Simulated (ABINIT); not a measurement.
# A GW chain in ABINIT: TiO2 (Pnma)

Aim: the G0W0 gap of TiO2 (Pnma) on LDA, step by step.

Calculated with ABINIT 10.8.3; LDA and many-body steps on it, plane waves.

## Step 1: The starting structure

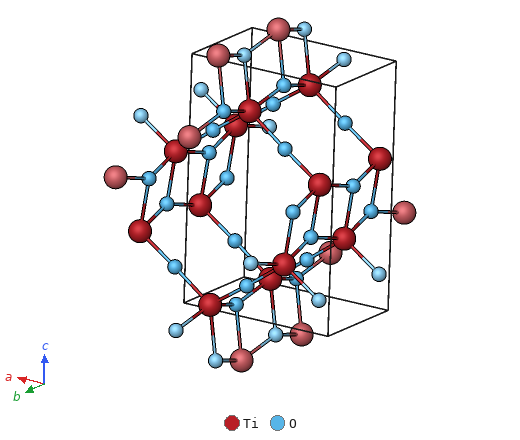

The cell as given, from a free direction (titanium red, oxygen blue). 1×2×1 cells are drawn. Some periodic images of atoms are drawn too.

The cell and positions are those that the Materials Project relaxed with its own functionals (PBE, PBE+U or r2SCAN), kept fixed. This is not the form that TiO2 usually takes at ambient conditions.

## Step 2: Ground state

This step: ABINIT 10.8.3; DFT, LDA, plane waves, norm-conserving pseudopotentials.

The ground-state density comes first.

File run.abi:

```
acell 3*1.0 Angstrom
rprim 
  5.986834770000 0.000000000000 0.000000000000
  0.000000000000 3.772993030000 0.000000000000
  0.000000000000 0.000000000000 9.073150710000
ntypat 2
znucl 22 8
natom 12
typat 1 1 1 1 2 2 2 2 2 2 2 2
xred 
  0.487873190000 0.250000000000 0.864147280000
  0.512126810000 0.750000000000 0.135852720000
  0.987873190000 0.250000000000 0.635852720000
  0.012126810000 0.750000000000 0.364147280000
  0.462318310000 0.750000000000 0.918317800000
  0.736100800000 0.250000000000 0.754532560000
  0.263899200000 0.750000000000 0.245467440000
  0.537681690000 0.250000000000 0.081682200000
  0.962318310000 0.750000000000 0.581682200000
  0.236100800000 0.250000000000 0.745467440000
  0.763899200000 0.750000000000 0.254532560000
  0.037681690000 0.250000000000 0.418317800000
pp_dirpath "pseudos"
pseudos "Ti.upf, O.upf"
ecut 38
ngkpt 4 4 2
nshiftk 1
shiftk 0 0 0
kptopt 1
chksymbreak 0
nband 58
occopt 1
tolvrs 1e-08
nstep 60
prtwf 0
optforces 0
optstress 0
indata_prefix "in"
outdata_prefix "out"
tmpdata_prefix "tmp"
```

The run is started by

```sh
$ OMP_NUM_THREADS=1 mpirun -n 8 abinit run.abi > log
```

Numbers of over 12 decimals in the logs are rounded to 6 here.

What it wrote:

```text
.Version 10.8.3 of ABINIT. v10.8.2 released Aug 2026.

 Symmetries : space group Pn m a (# 62); Bravais oP (primitive ortho.)
================================================================================
 Values of the parameters that define the memory need of the present run
     intxc =       0    ionmov =       0      iscf =       7    lmnmax =       6
     lnmax =       6     mgfft =      96  mpssoang =       3    mqgrid =    4758
     natom =      12  nloc_mem =       1    nspden =       1   nspinor =       1
    nsppol =       1      nsym =       8    n1xccc =    2501    ntypat =       2
    occopt =       1   xclevel =       1
-    mband =          58        mffmem =           1         mkmem =           3
       mpw =       15496          nfft =      245760          nkpt =          18
================================================================================
  Rough estimation (10% accuracy) of disk space for files :
================================================================================

--------------------------------------------------------------------------------
------------- Echo of variables that govern the present computation ------------
--------------------------------------------------------------------------------
 -outvars: echo values of preprocessed input variables --------
            acell      1.8897261259E+00  1.8897261259E+00  1.8897261259E+00 Bohr

      chksymbreak           0
             ecut      3.80000000E+01 Hartree
-          fftalg         312

              ixc       -1012
              kpt      0.00000000E+00  0.00000000E+00  0.00000000E+00
                       2.50000000E-01  0.00000000E+00  0.00000000E+00
                       5.00000000E-01  0.00000000E+00  0.00000000E+00
                       0.00000000E+00  2.50000000E-01  0.00000000E+00
                       2.50000000E-01  2.50000000E-01  0.00000000E+00
                       5.00000000E-01  2.50000000E-01  0.00000000E+00
                       0.00000000E+00  5.00000000E-01  0.00000000E+00
                       2.50000000E-01  5.00000000E-01  0.00000000E+00
                       5.00000000E-01  5.00000000E-01  0.00000000E+00
   [... 7 further rows ...]
                       2.50000000E-01  5.00000000E-01  5.00000000E-01
                       5.00000000E-01  5.00000000E-01  5.00000000E-01
         kptrlatt        4    0    0      0    4    0      0    0    2
          kptrlen      2.85196940E+01
P           mkmem           3
            natom          12
            nband          58
            ngfft          64      40      96
             nkpt          18
            nstep          60
             nsym           8
           ntypat           2
              occ      2.000000  2.000000  2.000000  2.000000  2.000000  2.000000
                       2.000000  2.000000  2.000000  2.000000  2.000000  2.000000
                       2.000000  2.000000  2.000000  2.000000  2.000000  2.000000
                       2.000000  2.000000  2.000000  2.000000  2.000000  2.000000
                       2.000000  2.000000  2.000000  2.000000  2.000000  2.000000
                       2.000000  2.000000  2.000000  2.000000  2.000000  2.000000
                       2.000000  2.000000  2.000000  2.000000  2.000000  2.000000
                       2.000000  2.000000  2.000000  2.000000  2.000000  2.000000
                       0.000000  0.000000  0.000000  0.000000  0.000000  0.000000
                       0.000000  0.000000  0.000000  0.000000
        optforces           0
        optstress           0
            prtwf           0
            rprim      5.9868347700E+00  0.0000000000E+00  0.0000000000E+00
[...]
spgroup          62

           tolvrs      1.00000000E-08

             xred      4.8787319000E-01  2.5000000000E-01  8.6414728000E-01
[...]
znucl       22.00000    8.00000

================================================================================

 chkinp: Checking input parameters for consistency.

================================================================================
== DATASET  1 ==================================================================
-   mpi_nproc: 8, omp_nthreads: 1 (-1 if OMP is not activated)

--- !DatasetInfo
iteration_state: {dtset: 1, }
dimensions: {natom: 12, nkpt: 18, mband: 58, nsppol: 1, nspinor: 1, nspden: 1, mpw: 15496, }
cutoff_energies: {ecut:  38.0, pawecutdg:  -1.0, }
electrons: {nelect:   9.60000000E+01, charge:   0.00000000E+00, occopt:   1.00000000E+00, tsmear:   1.00000000E-02, }

 Real(R)+Recip(G) space primitive vectors, cartesian coordinates (Bohr,Bohr^-1):
 R(1)= 11.3134781  0.0000000  0.0000000  G(1)=  0.0883901  0.0000000  0.0000000
 R(2)=  0.0000000  7.1299235  0.0000000  G(2)=  0.0000000  0.1402540  0.0000000
 R(3)=  0.0000000  0.0000000 17.1457699  G(3)=  0.0000000  0.0000000  0.0583234
 Unit cell volume ucvol=  1.3830504E+03 bohr^3
 Angles (23,13,12)=  9.00000000E+01  9.00000000E+01  9.00000000E+01 degrees

 getcut: wavevector=  0.0000  0.0000  0.0000  ngfft=  64  40  96
         ecut(hartree)=     38.000   => boxcut(ratio)=   2.01770

--- Pseudopotential description ------------------------------------------------
- Ti Generated using ONCVPSP code by D. R. Hamann
- 22.00000  12.00000  180309                  znucl, zion, pspdat
[...]
_setup2: Arith. and geom. avg. npw (full set) are   15474.656   15474.641

================================================================================

--- !BeginCycle
iteration_state: {dtset: 1, }
solver: {iscf: 7, nstep: 60, nline: 4, wfoptalg: 0, }
tolerances: {tolvrs: 1.00E-08, }

     iter   Etot(hartree)      deltaE(h)  residm     vres2
 ETOT  1  -368.07845537913    -3.681E+02 1.281E-01 4.547E+03
 ETOT  2  -342.46376508622     2.561E+01 1.147E-01 7.612E+04
 ETOT  3  -369.92180082912    -2.746E+01 4.505E-02 6.861E+02
 ETOT  4  -370.00879681927    -8.700E-02 1.476E-02 4.708E+02
 ETOT  5  -370.10059867444    -9.180E-02 9.315E-03 1.423E+02
 ETOT  6  -370.12966103608    -2.906E-02 6.136E-03 5.268E+01
 ETOT  7  -370.14432060371    -1.466E-02 4.857E-03 4.638E+00
 ETOT  8  -370.14547184194    -1.151E-03 1.764E-03 5.259E-01
 ETOT  9  -370.14566084960    -1.890E-04 2.489E-03 1.177E-02
 ETOT 10  -370.14566699773    -6.148E-06 2.875E-03 7.238E-03
[...]
ETOT 14  -370.14566870252    -2.367E-08 1.481E-03 2.467E-06
 ETOT 15  -370.14566870286    -3.481E-10 3.156E-03 5.733E-07
 ETOT 16  -370.14566870303    -1.627E-10 8.712E-04 4.137E-08
 ETOT 17  -370.14566870301     1.307E-11 2.299E-03 3.456E-08
 ETOT 18  -370.14566870303    -1.228E-11 5.208E-04 1.749E-10

 At SCF step   18       vres2   =  1.75E-10 < tolvrs=  1.00E-08 =>converged.

--- !ResultsGS
iteration_state: {dtset: 1, }
comment   : Summary of ground state results
lattice_vectors:
- [ 11.3134781,   0.0000000,   0.0000000, ]
- [  0.0000000,   7.1299235,   0.0000000, ]
- [  0.0000000,   0.0000000,  17.1457699, ]
lattice_lengths: [  11.31348,    7.12992,   17.14577, ]
lattice_angles: [ 90.000,  90.000,  90.000, ] # degrees, (23, 13, 12)
lattice_volume:   1.3830504E+03
convergence: {deltae: -1.228E-11, res2:  1.749E-10, residm:  5.208E-04, diffor:  0.000E+00, }
etotal    :  -3.70145669E+02
entropy   :   0.00000000E+00
fermie    :  -6.74142205E-03
cartesian_stress_tensor: null
pressure_GPa: null
xred      :
- [  4.8787E-01,   2.5000E-01,   8.6415E-01, Ti]
- [  5.1213E-01,   7.5000E-01,   1.3585E-01, Ti]
- [  9.8787E-01,   2.5000E-01,   6.3585E-01, Ti]
- [  1.2127E-02,   7.5000E-01,   3.6415E-01, Ti]
- [  4.6232E-01,   7.5000E-01,   9.1832E-01,  O]
- [  7.3610E-01,   2.5000E-01,   7.5453E-01,  O]
- [  2.6390E-01,   7.5000E-01,   2.4547E-01,  O]
- [  5.3768E-01,   2.5000E-01,   8.1682E-02,  O]
- [  9.6232E-01,   7.5000E-01,   5.8168E-01,  O]
- [  2.3610E-01,   2.5000E-01,   7.4547E-01,  O]
- [  7.6390E-01,   7.5000E-01,   2.5453E-01,  O]
- [  3.7682E-02,   2.5000E-01,   4.1832E-01,  O]
cartesian_forces: null
force_length_stats: {min: null, max: null, mean: null, }

 Integrated electronic density in atomic spheres:
 ------------------------------------------------
 Atom  Sphere_radius  Integrated_density
[...]
================================================================================

 ----iterations are completed or convergence reached----

 Mean square residual over all n,k,spin=   45.884E-07; max=  52.084E-05
 reduced coordinates (array xred) for   12 atoms
[...]
0.537681690000      0.250000000000      0.081682200000
       0.962318310000      0.750000000000      0.581682200000
       0.236100800000      0.250000000000      0.745467440000
       0.763899200000      0.750000000000      0.254532560000
       0.037681690000      0.250000000000      0.418317800000
 rms dE/dt=  0.0000E+00; max dE/dt=  0.0000E+00; dE/dt below (all hartree)
    1       0.000000000000      0.000000000000      0.000000000000
    2       0.000000000000      0.000000000000      0.000000000000
    3       0.000000000000      0.000000000000      0.000000000000
    4       0.000000000000      0.000000000000      0.000000000000
    5       0.000000000000      0.000000000000      0.000000000000
    6       0.000000000000      0.000000000000      0.000000000000
    7       0.000000000000      0.000000000000      0.000000000000
    8       0.000000000000      0.000000000000      0.000000000000
    9       0.000000000000      0.000000000000      0.000000000000
[...]
cartesian coordinates (angstrom) at end:
[...]
8      3.219011     0.943248     0.741115
    9      5.761241     2.829745     5.277690
   10      1.413496     0.943248     6.763738
   11      4.573338     2.829745     2.309412
   12      0.225594     0.943248     3.795460
 length scales=  1.889726125908  1.889726125908  1.889726125908 bohr
              =  1.000000000000  1.000000000000  1.000000000000 angstroms
 prteigrs : about to open file out_EIG
 Fermi (or HOMO) energy (hartree) =  -0.00674   Average Vxc (hartree)=  -0.32398
 Eigenvalues (hartree) for nkpt=  18  k points:
 kpt#   1, nband= 58, wtk=  0.03125, kpt=  0.0000  0.0000  0.0000 (reduced coord)
  -2.03520   -2.03505   -2.03426   -2.03411   -1.18097   -1.18062   -1.18017   -1.17878
  -1.17701   -1.17582   -1.17469   -1.17445   -1.17373   -1.17219   -1.17174   -1.17150
  -0.61345   -0.60657   -0.58029   -0.57788   -0.57525   -0.57013   -0.56510   -0.56504
  -0.13737   -0.13722   -0.13298   -0.12944   -0.12774   -0.12375   -0.12278   -0.11766
  -0.09375   -0.09041   -0.08219   -0.07894   -0.06920   -0.05943   -0.05397   -0.04987
  -0.04864   -0.03596   -0.03442   -0.03309   -0.02388   -0.02363   -0.01431   -0.01393
   0.10053    0.10453    0.12396    0.13277    0.13555    0.14700    0.14971    0.16364
   0.16679    0.18552
 prteigrs : prtvol=0 or 1, do not print more k-points.

--- !EnergyTerms
iteration_state     : {dtset: 1, }
comment             : Components of total free energy in Hartree
kinetic             :  1.79769597310508E+02
hartree             :  1.62059530683393E+02
xc                  : -6.71794795977048E+01
Ewald energy        : -1.66390424208519E+02
psp_core            :  7.60608925051327E+00
local_psp           : -4.67222354797266E+02
non_local_psp       : -1.87886273439510E+01
total_energy        : -3.70145668703027E+02
total_energy_eV     : -1.00721767583550E+04
band_energy         : -5.76756956565801E+01

== END DATASET(S) ==============================================================
================================================================================

 -outvars: echo values of variables after computation  --------
           etotal     -3.7014566870E+02
            nband          58
             nkpt          18
          spgroup          62
 [... the other variables as echoed above ...]

 Calculation completed.
```

Run time: 3.1 min. Hardware: 8 MPI ranks of Arm Neoverse V2, shared host; peak memory 1.2 GiB.

Numbers from this step:

```
total energy               : -10072.1768 eV
gap                        : 2.919 eV
k of the valence top       : 0, 0.5, 0.5
k of the conduction bottom : 0, 0, 0
least direct gap           : 3.115 eV
```

The gap is indirect, with the least direct gap 0.20 eV higher.

(Part 1 of 3 ends here.)

[Paths, hosts, dates, memory and timing lines, banners, echoed tables and standing remarks are left out of the program output.]

[Logs are printed without paths, hosts, clocks, repeated set-up lines and the standing remarks that a program may print on its own settings, such as how far it seeks lower states.]

[Runs of the session that timed out or met a known fault of the program may be left out.]

[Hosts, paths, dates, database ids (printed as entryN), source tags and the programs' standing remarks are cut or masked in the printed files.]

[G0W0 gaps are taken among the corrected bands and points alone; a level outside them can change the order at an edge.]

[Where Ansatz stands beside ABINIT at settings called matched, ABINIT's density can come from a denser mesh and the files from another edition; pairs whose starting gaps differed by over 0.03 eV were left out, so agreement reads better than it is.]
